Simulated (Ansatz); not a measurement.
Consider CH₂BrSi (charge +1).

```xyz
5

C    -3.5769   -1.1696    2.0971
Br   -3.0653   -3.2223   -0.8351
Si   -3.3386   -1.5693    0.4405
H    -4.5624   -0.7809    2.3698
H    -2.7476   -0.6634    2.5999
```

Geometry: r2SCAN-D4/def2-TZVP.

These are results of isolated molecule in a Gaussian basis; Kohn-Sham density functional theory, functional PBE0 (Ansatz 0.2.0), not measurements.

Question: What will maps of the electron density and electron localisation function show?

Answer: C–Si (1.72 Å): ρ at the midpoint is about 1.1 e/Å³; the ELF peaks at about 0.90 between the atoms (localised, covalent bonding).
Si–Br (2.11 Å): the density is about 0.92 e/Å³ at the midpoint; the ELF peaks at about 0.80 between the atoms, as expected for a polar covalent bond.

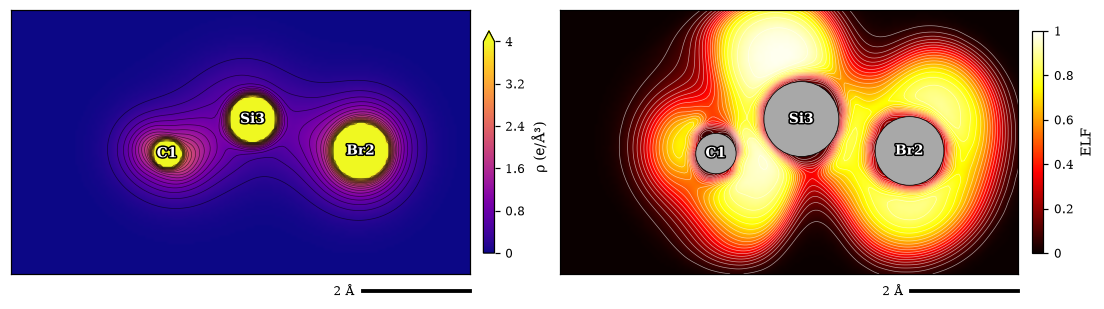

Computed electron density and electron localisation function on the plane of atoms C1, Si3 and Br2, in this order. Grey discs cover the atomic cores in the ELF map. 
